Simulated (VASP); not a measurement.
Band structure of HfO2 (fluorite). Calculation: PBE GGA with D3 dispersion (Becke-Johnson damping), VASP's PBE PAW potentials (set 64) (plane waves; VASP).

Unless said otherwise, spin-orbit coupling is left out, though it shifts the bands of the heavy elements here.

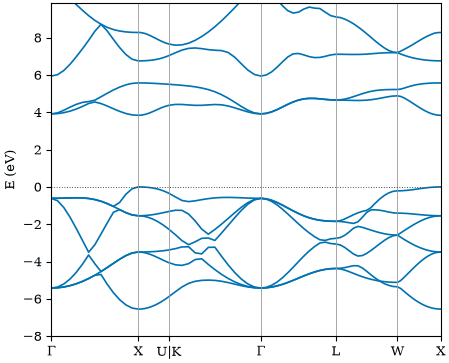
*Bands along high-symmetry lines, zero at the valence-band maximum or, without a gap, the Fermi level*

Q: Read the plot: is there a gap, and where are the band edges?

A: The gap is direct, 3.84 eV, from the valence maximum at X to the conduction minimum at X. (Edges off the drawn lines would not show.)

The compound is HfO2 in the fluorite structure, the high-temperature cubic form, which is unstable at 0 K; the monoclinic form is the stable one. It was relaxed first.
